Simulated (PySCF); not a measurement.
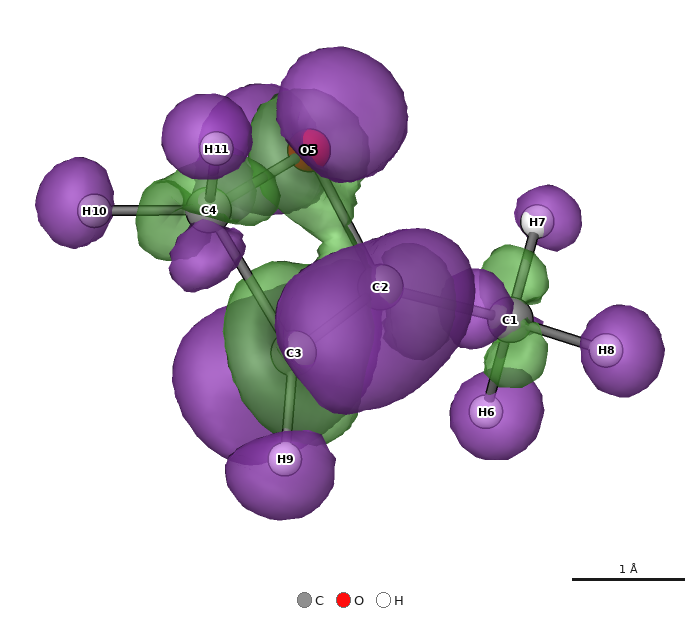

Figure. C₄H₆O, SMILES `CC1=CCO1`. Fukui function f⁻ = ρ(N) − ρ(N−1) at fixed geometry, surfaces at ±0.03 e/Å³ (purple positive, green negative).

Method: B3LYP/def2-SVPD; geometry: GFN2-xTB; program: PySCF. No frequency check shows the geometry to be a minimum.

Coordinates in Å:

```
C1      -1.8989    0.0250    0.0002
C2      -0.4245   -0.1016   -0.0001
C3       0.5262   -1.0439   -0.0005
C4       1.5404    0.0633   -0.0000
O5       0.4334    0.9905    0.0002
H6      -2.3223   -0.4566    0.8799
H7      -2.1650    1.0786    0.0047
H8      -2.3222   -0.4490   -0.8846
H9       0.5824   -2.1096   -0.0006
H10      2.1500    0.1739    0.8966
H11      2.1501    0.1816   -0.8949
```

Q: Which atoms respond most to the removal of an electron?

A: f⁻ (Hirshfeld-condensed) is largest on C3 (0.24), O5 (0.18) and C2 (0.14); the vertical ionisation energy is 8.62 eV (the stability of the cation's solution wasn't checked). Condensed values hint at sites of electrophilic attack but needn't mark the atom that reacts. Orbital relaxation makes it negative in places (0.22 e in all).

```
atom     f⁻  charge
  C1  +0.04   −0.09
  C2  +0.14   +0.08
  C3  +0.24   −0.11
  C4  +0.06   +0.01
  O5  +0.18   −0.18
  H6  +0.05   +0.05
  H7  +0.04   +0.05
  H8  +0.05   +0.05
  H9  +0.09   +0.04
 H10  +0.06   +0.05
 H11  +0.06   +0.05
```
